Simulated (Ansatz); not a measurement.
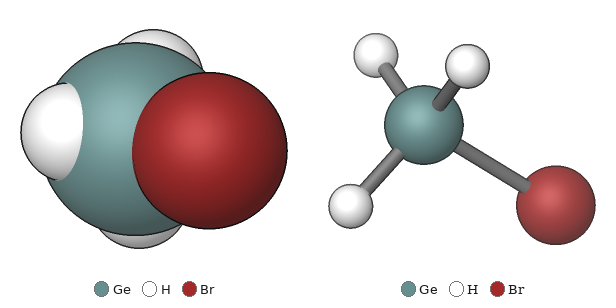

The same structure drawn twice, from different directions.

Computed geometry: PBE0-D4/def2-TZVP optimisation.

Question: Which formula does it have?

Answer: BrGeH₃, 5 atoms: 1 bromine, 1 germanium and 3 hydrogen.

Question: How many bonds of each kind are drawn?

Answer: 3 Ge–H, 1 Br–Ge. Sticks follow a distance rule.

More results for the same structure follow; atom numbers are the same in all pictures, views and colours differ.

### Electronic properties

Level of theory: RKS PBE0-D4/def2-TZVP (Ansatz 0.2.0).

Question: Estimate the harmonic zero-point energy.

Answer: 63.3 kJ/mol.

Question: Give the dipole moment at this level.

Answer: 1.90 D.

### Thermal motion

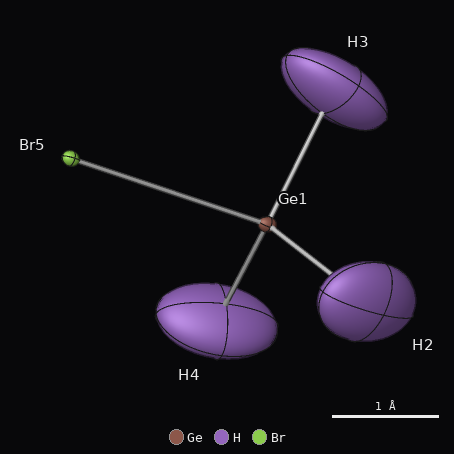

Displacement ellipsoids at the 50 % level, enlarged 2 times, from the internal vibrations of the free molecule (harmonic, no overall translation or rotation; no half-axis is drawn under 0.075 Å). Vibrations computed with RKS PBE0-D4/def2-TZVP (Ansatz 0.2.0). Temperature: 600 K.

Question: Which atom moves most?

Answer: H2, H3, H4, with U_eq = 0.0214 Å².

Question: Does H3 move more along its bond or across it?

Answer: Across it: the root-mean-square amplitude is 0.088 Å along the bond and up to 0.197 Å across, since bending and torsion are softer than stretching.

List U_eq and the three principal root-mean-square amplitudes for each kind of atom.

```
      atom  U_eq (Å²)   rms amplitudes (Å)
       Ge1    0.00038  0.005, 0.005, 0.033
H2, H3, H4     0.0214  0.088, 0.132, 0.197
       Br5    0.00031  0.002, 0.002, 0.031
```

### Charges

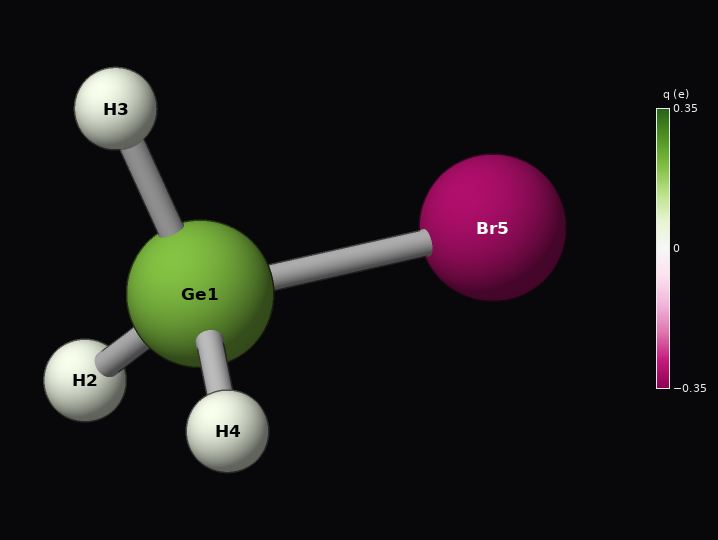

Atoms are coloured by their Mulliken charges. Method: RKS PBE0-D4/def2-TZVP (Ansatz 0.2.0).

List the Mulliken charges.

```csv
atom,value (e)
Ge1,0.21
H2,0.03
H3,0.03
H4,0.03
Br5,−0.31
```

Mulliken values depend strongly on the basis set and can even reverse the polarity of a bond.
